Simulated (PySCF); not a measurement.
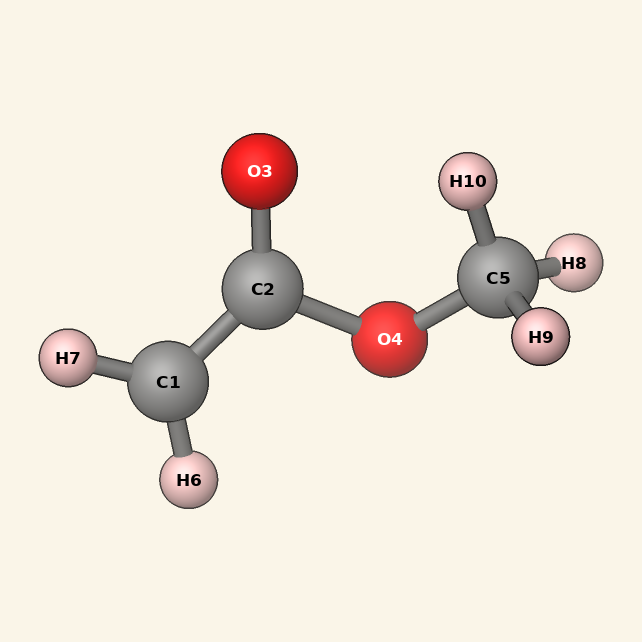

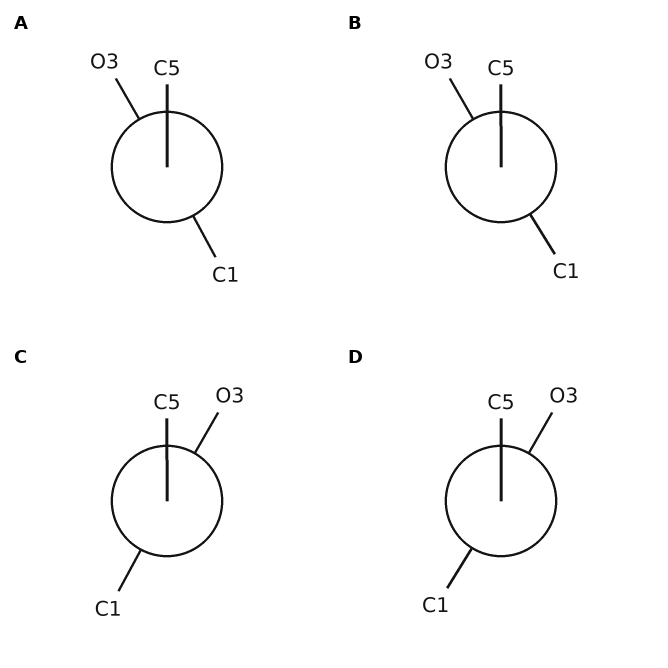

Atoms fade into the background with distance from the viewer. Bonds that would overlap in a projection are set slightly apart. State: charge −1, singlet. Geometry: a distorted geometry made from a computed GFN2-xTB structure, not a minimum.

**Which Newman projection shows the view along O4–C2, with O4 in front?**

C. The torsion angle C5–O4–C2–O3 is 30°, synperiplanar.
